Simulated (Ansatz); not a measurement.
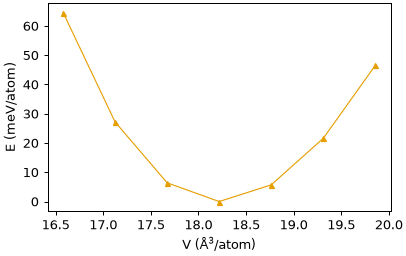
Fig. 1. ZrSi (CsCl type, Pm-3m) under volume change, the program Ansatz at the PBE level (PAW), scaled uniformly.

Question: What does a third-order Birch–Murnaghan fit give for V₀, B₀ and B′?

Answer: V₀ = 18.22 Å³/atom, B₀ = 118 GPa, B′ = 4.2.

A made-up cell: these elements were put on the sites of a structure type; neither database checked (COD, Materials Project) lists it. COD files the formula under space group No. 62, 63, so this cell is another polymorph or a model. Its standing as an ambient phase is unchecked. The cell was relaxed with PBE under the symmetry of its start; its stability against distortions is not shown here. The run is not spin-polarised.

Potentials: the later of the program's two PAW sets.
